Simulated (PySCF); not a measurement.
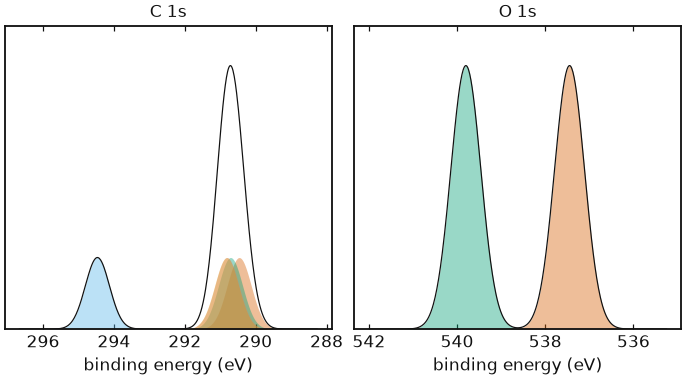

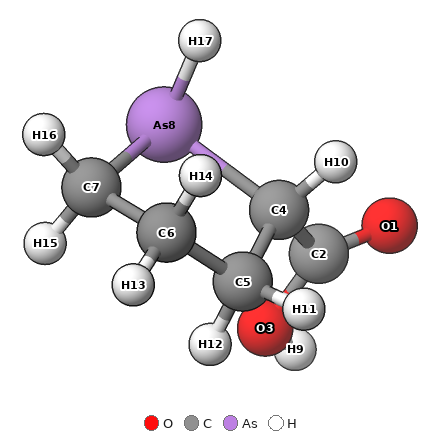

Simulated XPS of C₅H₉AsO₂, SMILES O=C(O)[C@@H]1CCC[AsH]1. Vertical core-electron binding energies by ΔSCF (SCAN, pcX-2 on the ionised atom, pcseg-1 elsewhere, spin-free X2C; PySCF 2.14.0, at a PBE0-D3(BJ)/def2-SVP geometry (no frequency check)), gas phase, against the vacuum level. One atom of each kind was ionised; within a panel, areas follow the number of like atoms, each panel is scaled alone, Gaussians of 0.8 eV full width. Only the regions named are shown. Lines closer than the width merge in the curve.

Assign the components.

```
level  atoms  binding energy (eV)
 C 1s     C2                294.5
 C 1s     C6                290.8
 C 1s     C5                290.8
 C 1s     C4                290.7
 C 1s     C7                290.5
 O 1s     O3                539.8
 O 1s     O1                537.4
```

How large is the chemical shift across the C 1s region?

4.0 eV, from C7 at 290.5 eV to C2 at 294.5 eV.

Caveats: one conformer of a flexible molecule.
